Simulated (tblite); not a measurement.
# C11H10AlClS: the cost of one run

Computed with tblite 0.8.0 and PySCF 2.14.0; each step states its level. No surroundings beyond the atoms listed, unless a continuum is named. Atoms count from 0, parts from 1.

## 1. The system as given

24 atoms, charge 0, multiplicity 1; geometry: distance geometry start.

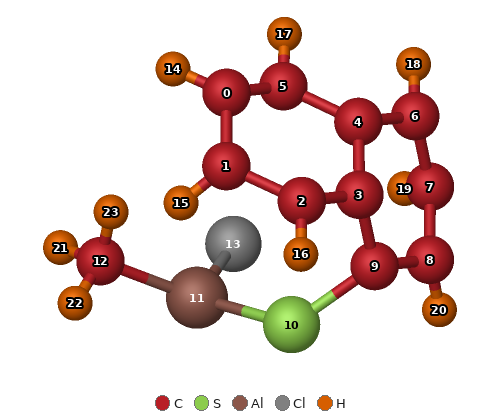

The starting geometry (carbon red, sulfur green, aluminium brown, chlorine grey, hydrogen orange), atoms numbered.

## 2. Geometry optimisation with GFN1-xTB

Job settings and geometry (Å):

```
{"job": {"kind": "relax", "xc": "GFN1-xTB", "basis": "xTB"}, "charge": 0, "multiplicity": 1}
C     -1.662612    -0.190878    -0.578732
C     -1.620159    -0.306910     0.883148
C     -1.257730     0.896900     1.614616
C     -0.231969     1.748236     1.008998
C     -0.285386     1.845233    -0.439769
C     -0.653249     0.650443    -1.182364
C      0.777334     2.676224    -1.061386
C      2.111564     2.624706    -0.452643
C      2.138726     2.512528     1.015129
C      1.096164     1.703937     1.637841
S      1.611739     0.097921     2.204651
Al     2.263136    -1.608161     0.904448
C      0.989989    -3.035317     0.667786
Cl     3.471235    -1.084443    -0.858388
H     -1.892426    -1.051107    -1.096385
H     -1.296262    -1.198261     1.263207
H     -1.220023     0.797872     2.669737
H     -0.691623     0.749657    -2.209913
H      0.762412     2.725035    -2.109598
H      2.817925     2.071581    -0.966295
H      3.067702     2.462896     1.453118
H      1.355028    -3.766047     0.014198
H      0.767549    -3.503661     1.581685
H      0.113306    -2.645100     0.278777
```

Method: GFN1-xTB geometry optimisation, gas phase.

Command:

```
> OMP_NUM_THREADS=1 python cluster_run.py task.json out
```

One launch serves the whole session: the jobs run in the order shown.

Q: Estimate the wall time of this first job on 1 thread of Arm Neoverse V2, shared host.

About 9.1 s.
